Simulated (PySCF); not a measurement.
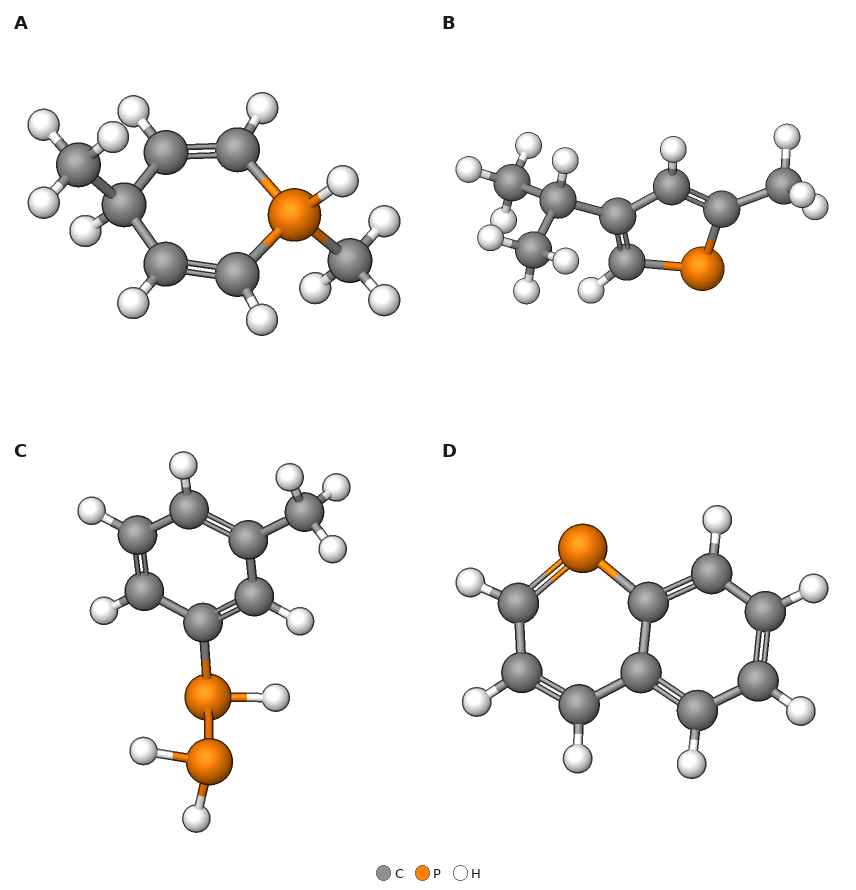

The picture comes from a calculation with PySCF.

```xyz
19
charge 0, multiplicity 1
C     2.3665   -1.6133    0.1487
C     1.2642   -0.7259   -0.3527
C     1.4771    0.6391   -0.5776
C     0.4572    1.4519   -1.0675
C    -0.7959    0.9124   -1.3461
C    -1.0373   -0.4491   -1.1209
P    -2.7246   -1.0866   -1.4870
P    -3.3719   -1.2678    0.6576
C    -0.0041   -1.2511   -0.6232
H     2.8066   -2.1985   -0.6758
H     3.1767   -1.0297    0.6081
H     1.9960   -2.3318    0.8950
H     2.4592    1.0704   -0.3647
H     0.6429    2.5151   -1.2385
H    -1.5921    1.5477   -1.7441
H    -2.3641   -2.4660   -1.5925
H    -3.4884    0.1489    0.8075
H    -4.7655   -1.4143    0.3604
H    -0.1922   -2.3121   -0.4332
```

Which picture belongs to the input above?

Answer. C. The file holds C7H10P2, `Cc1cccc(PP)c1`.
